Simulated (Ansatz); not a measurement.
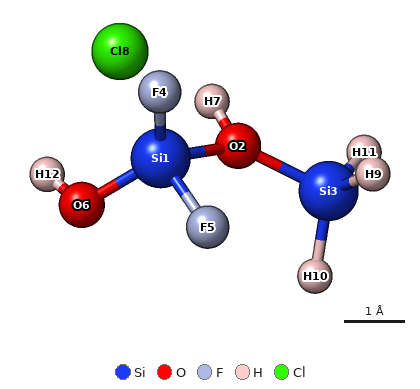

**Figure 1.** The structure as given in the input (ball-and-stick view, seen at a tilt; atoms are numbered from 1 in the order of the input). Bond lengths as drawn: F–Si 1.57 to 1.60 Å, H–O 0.96 to 1.05 Å, H–Si 1.47 to 1.48 Å and O–Si 1.61 to 1.75 Å.

# Run report: Si₂H₅ClO₂F₂, single-point calculation

- system: Si₂H₅ClO₂F₂
- method: RKS PBE0-D4/def2-TZVPP (Ansatz 0.2.0)

The geometry is a transition state. The reaction was set up to form Si1–Cl8 and O2–H7 and to break Si1–O2 and H7–Cl8 (atoms counted from 1 in the order of the input); sticks are drawn by distance alone. The geometry comes from this level: PBE0-D4/def2-TZVP.

What the program printed:
```
Functional definition: PBE0
  name "PBE0"
  cite "Adamo & Barone, J. Chem. Phys. 110, 6158 (1999) doi:10.1063/1.478522"
  cite "Perdew, Burke & Ernzerhof, Phys. Rev. Lett. 77, 3865 (1996) doi:10.1103/PhysRevLett.77.3865"
  parent pbe
  parameter a = 0.25
  parameter kappa = 0.804
  parameter beta = 0.06672455060314922
  exchange = (1 - a)*pbe_x(kappa = kappa, mu = beta*pi^2/3) + a*exact_x
  correlation = pbe_c(beta = beta)
1816 factors; their error is unknown
mean field evaluation 1: about -37870.9070 eV, gradient 7.6e1 eV
mean field evaluation 2: about -37861.3103 eV, gradient 1.1e2 eV
mean field evaluation 4: about -37879.1080 eV, gradient 4.1e0 eV
mean field evaluation 8: about -37879.1323 eV, gradient 5.4e-2 eV
mean field evaluation 16: about -37879.2258 eV, gradient 6.6e-5 eV
mean field -37879.22580180 eV, -1392.0358727546 hartree, gradient 6.6e-5 eV, S^2 0.000000; 0 other end points of the search recorded, 0 dependent functions left out
reference -37879.22583705 eV, -1392.0358740500 hartree; 42, 42 occupied and 278, 278 virtual orbitals, 1816 factors
Total energy: -37879.51440597 eV, -1392.0464787622 hartree
```

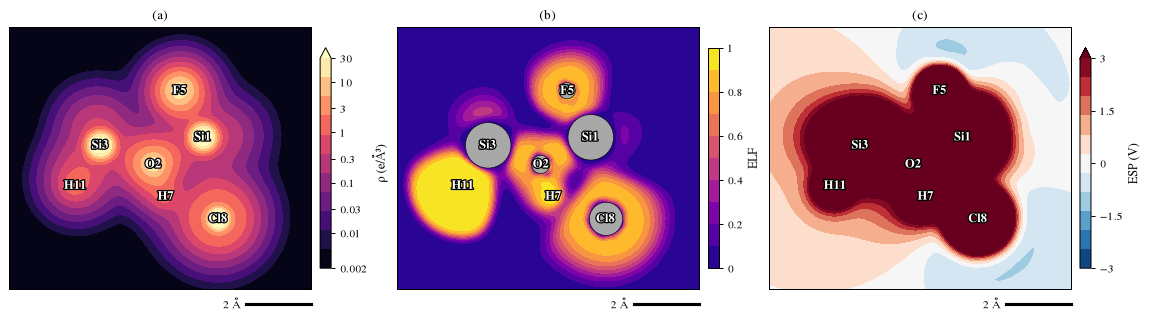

**Figure 2.** (a) electron density; (b) electron localisation function; (c) electrostatic potential on the plane of atoms Si3, O2 and H7. Grey discs, where drawn, cover atomic cores. Atoms in the plane: Si, O, F, H and Cl. Si1···Cl8 (2.55 Å): ρ is about 0.37 e/Å³ halfway, with its minimum of 0.28 e/Å³ about 1.0 Å from Si; the ELF peaks at about 0.85 between the atoms. Si–H (1.48 Å): ρ is about 0.84 e/Å³ halfway; the ELF climbs to about 1 towards the hydrogen, as it does in any bond to H. Cl–H (1.77 Å): ρ at the midpoint is about 0.96 e/Å³, with its minimum of 0.49 e/Å³ about 1.3 Å from Cl; the ELF climbs to about 0.90 towards the hydrogen.

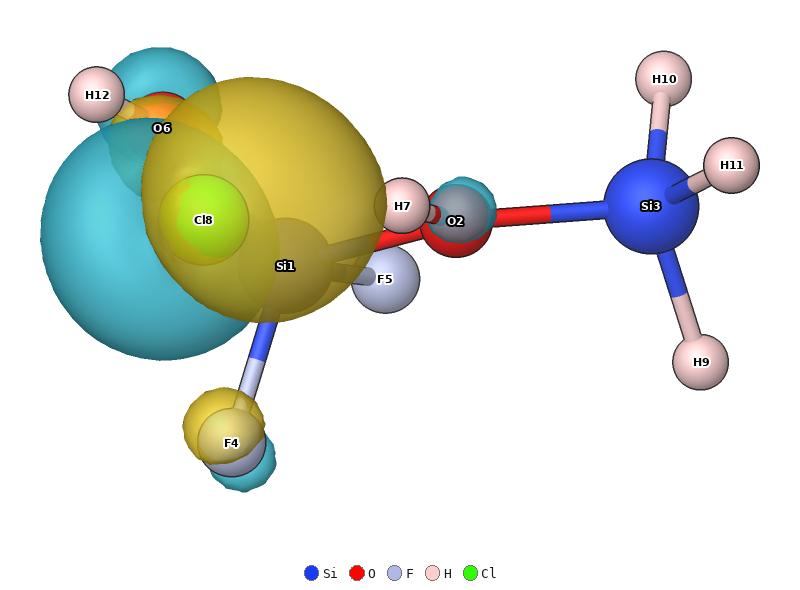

**Figure 3.** One frontier orbital at ±0.15 Å⁻³ᐟ² (yellow and cyan are the two phases), seen from the side. The HOMO−1, at −8.72 eV.

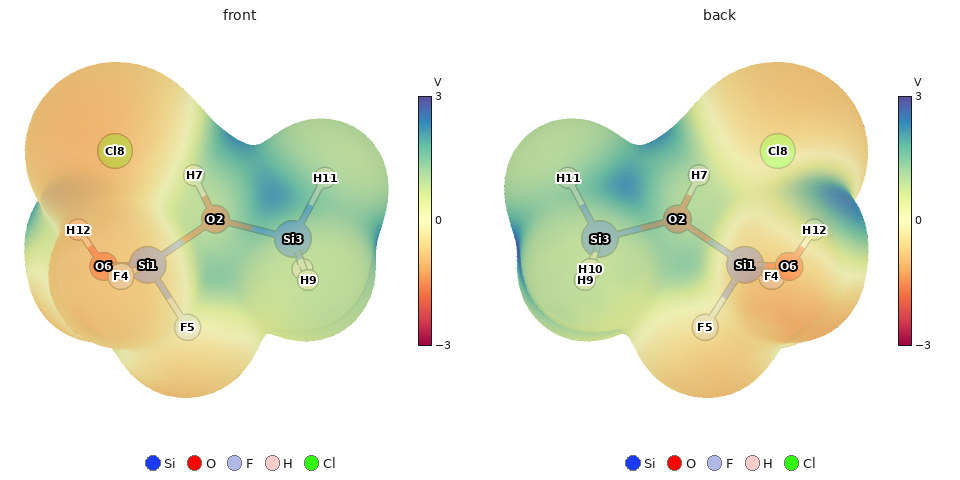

**Figure 4.** The molecular electrostatic potential painted on the density surface at 0.002 e/bohr³, seen face on and from behind; red is negative and blue positive.

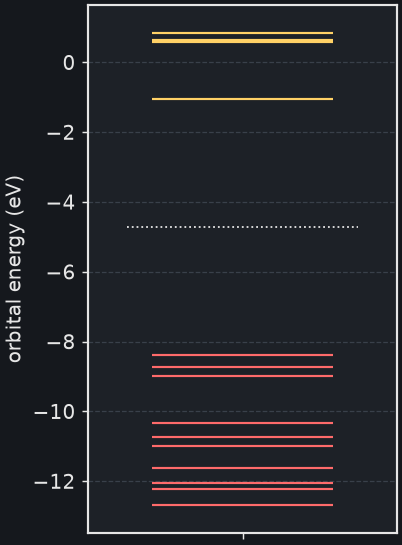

**Figure 5.** Orbital energies near the frontier; the dotted line parts filled from empty levels, and levels within 0.02 eV of each other stand side by side. Highest filled −8.38 eV, lowest empty −1.06 eV, 7.32 eV apart.

The run was set up as follows.

The input:
```yaml
crystal:
  periodic: [false, false, false]
  atoms:
    - {symbol: Si, position_ang: [0.646965, 1.032381, 0.199718]}
    - {symbol: O, position_ang: [-0.339277, -0.410354, 0.223479]}
    - {symbol: Si, position_ang: [-1.375777, -1.102258, -0.956748]}
    - {symbol: F, position_ang: [-0.031015, 2.231889, 0.958041]}
    - {symbol: F, position_ang: [0.220191, 1.350394, -1.312636]}
    - {symbol: O, position_ang: [2.243400, 0.925732, 0.035622]}
    - {symbol: H, position_ang: [-0.104526, -0.731799, 1.198672]}
    - {symbol: Cl, position_ang: [0.935448, -0.077890, 2.476795]}
    - {symbol: H, position_ang: [-2.438451, -0.122950, -1.246149]}
    - {symbol: H, position_ang: [-0.556056, -1.431037, -2.136562]}
    - {symbol: H, position_ang: [-1.893160, -2.308625, -0.279071]}
    - {symbol: H, position_ang: [2.692159, 0.644617, 0.838738]}
basis:
  gaussian: {orbitals: def2-TZVPP}
hamiltonian: {xc: pbe0, dispersion: d4}
output: {orbitals: {seedname: orbitals}}
```

Command:
```bash
ansatz run in.yaml --threads 4 --pin off --events-out ev --progress --plain --max-ram 46080MiB --backend cuda --devices 0, --max-vram 37GiB
```

Summary:

```tsv
quantity	value
outcome	converged
total energy	−37879.5144 eV
mean-field energy	−37879.2258 eV
dispersion energy	−0.2886 eV
SCF solution under orbital rotations	stable
HOMO	−8.38 eV
LUMO	−1.06 eV
hardware	4 CPU threads, shared host
wall time	4.4 s (CPU time 5 s)
peak memory	0.88 GiB
```
